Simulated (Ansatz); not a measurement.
Input file:

```
crystal:
  periodic: [false, false, false]
  atoms:
    - { symbol: Zn, position_ang: [-1.034738, -0.534298, -0.342652] }
    - { symbol: Cl, position_ang: [2.450361, 0.004489, -0.611791] }
    - { symbol: Cl, position_ang: [-1.862886, -2.036858, -1.60745] }
    - { symbol: H, position_ang: [1.77422, 0.734144, 0.230947] }
    - { symbol: O, position_ang: [-0.420964, 0.795307, 0.779065] }
    - { symbol: H, position_ang: [-0.906092, 1.037216, 1.551881] }
magnetization:
  spin_polarized: true
basis:
  gaussian: { orbitals: def2-SVP }
hamiltonian:
  xc: hf
relax:
  f_tol: 0.03
  max_steps: 50
output:
  orbitals: {}
```

Run with:

```sh
ansatz run input.yaml --threads 2 --pin off --max-ram 3072MiB --backend cpu --events-out ev --progress --plain --runs-dir out
```

The fields are those of the relaxed geometry.

All numbers below come from UHF/def2-SVP (Ansatz).

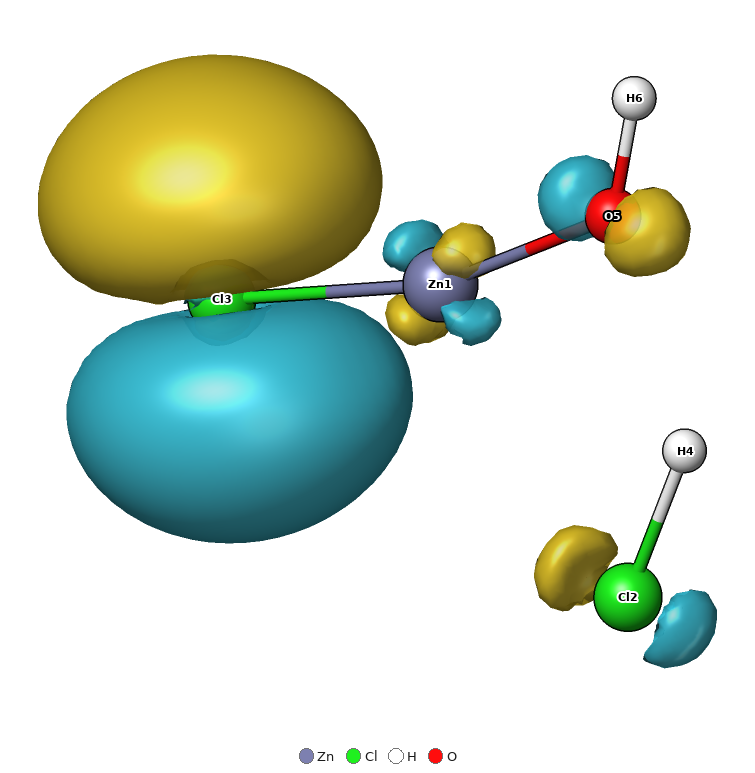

ClHOZn···HCl. The HOMO at ±0.1 Å⁻³ᐟ² (yellow and cyan are the two phases), seen at an oblique angle.

**Where does this orbital lie, and at what energy?**

It lies mainly on Cl3 (about 90 %); it is symmetric in the molecular plane (an in-plane orbital: σ, lone-pair or in-plane π type); largely a lone pair of Cl3. Its energy is −11.69 eV.
